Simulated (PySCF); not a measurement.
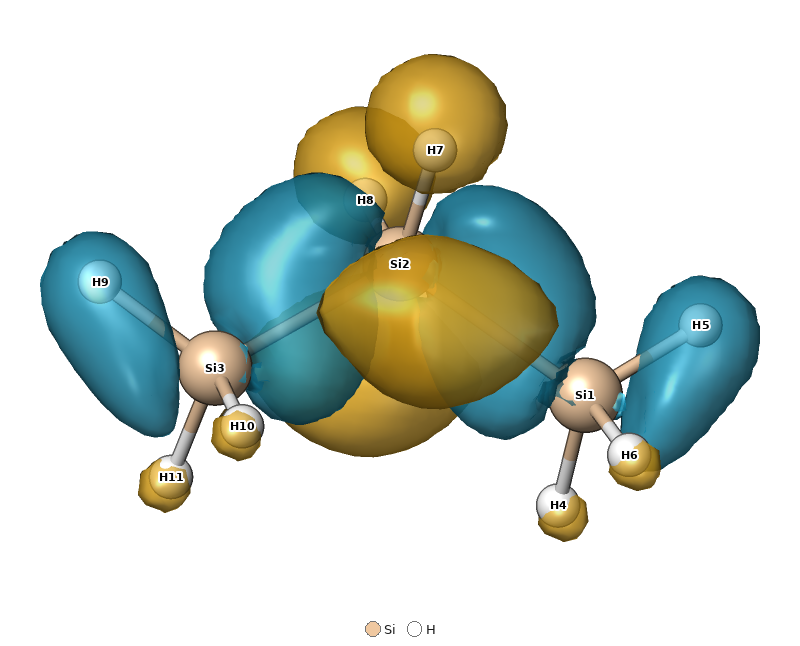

*H8Si3, SMILES `[SiH3][SiH2][SiH3]`. Unrelaxed difference density of S₂ less the ground state (TDA singlet states), ±0.015 e/Å³; yellow: gain, teal: loss.*

Method: PBE0/def2-SVPD; geometry: GFN2-xTB; program: PySCF. No frequency check shows the geometry to be a minimum.

Input

```python
import numpy as np
from pyscf import gto, scf, dft, tdscf
from pyscf.scf import atom_ks, atom_hf
from scipy.linalg import block_diag

def solve(mol, dm0=None, hcore=None):
    mf = (dft.UKS if mol.spin else dft.RKS)(mol, xc='pbe0')
    mf.grids.level = 3
    mf = mf.density_fit(auxbasis='def2-universal-jkfit')
    mf.conv_tol, mf.max_cycle = 1e-8, 80
    if hcore is not None:
        mf.get_hcore = lambda *args: hcore
    mf.kernel(dm0)
    if not mf.converged:
        mf = mf.newton().run(mf.mo_coeff, mf.mo_occ, max_cycle=30)
    assert mf.converged, 'SCF not converged'
    return mf

mol = gto.M(atom='''
Si    -1.96413    -0.39116     0.00104
Si    -0.00001     0.83322     0.00000
Si     1.96414    -0.39115    -0.00104
H     -2.05348    -1.26499     1.17444
H     -3.18327     0.42073    -0.00975
H     -2.05473    -1.26496    -1.17228
H     -0.00052     1.75285    -1.15165
H      0.00052     1.75283     1.15169
H      3.18328     0.42073     0.00976
H      2.05349    -1.26497    -1.17445
H      2.05473    -1.26500     1.17226
''', basis='def2-svpd', charge=0, spin=0, verbose=4)
mf = solve(mol)
td = mf.TDA()
td.nstates, td.singlet, td.conv_tol = 6, True, 1e-5
td.kernel()
td.analyze()
x, y = np.array([p[0] for p in td.xy]), np.array([p[1] + 0 * p[0] for p in td.xy])
f, mu = td.oscillator_strength(), td.transition_dipole()
nto = [td.get_nto(state=i + 1, verbose=4) for i in range(len(td.e))]
# spherically averaged free atoms, for the promolecule
atm = atom_ks.get_atm_nrks(mol, xc='pbe0')
pro = block_diag(*[(atm[a[0]][2] * atm[a[0]][3]) @ atm[a[0]][2].T for a in mol._atom])
np.savez('result.npz', e=td.e, f=f, ok=td.converged, w=[n[0] for n in nto], nto=[n[1] for n in nto], x=x, y=y, c=mf.mo_coeff, occ=mf.mo_occ, eps=mf.mo_energy, pro=pro, mu=mu)
```

Command:

```sh
OMP_NUM_THREADS=1 python input.py
```

The run took 70 s on 1 thread of AMD EPYC 9R45 96-Core Processor (Zen 5), on a shared host, peak memory 0.7 GiB.

### How does the charge move on excitation?

0.66 e is displaced in all, of which about 0.2 e passes between atoms: Si1 and Si3 (0.08 e each) and H5 and H9 (0.05 e each) lose electrons and H7 and H8 (0.08 e each) gain them. The state: 7.08 eV (175 nm), f = 0.000 (dark); the leading pair carries 97 %; hole on Si2 (34 %), Si1 and Si3 (23 % each) and H5 and H9 (5 % each), electron on Si2 (36 %), Si1 and Si3 (15 % each) and H7 and H8 (9 % each); their centroids lie 0.1 Å apart; S₁ lies within 0.1 eV of it.
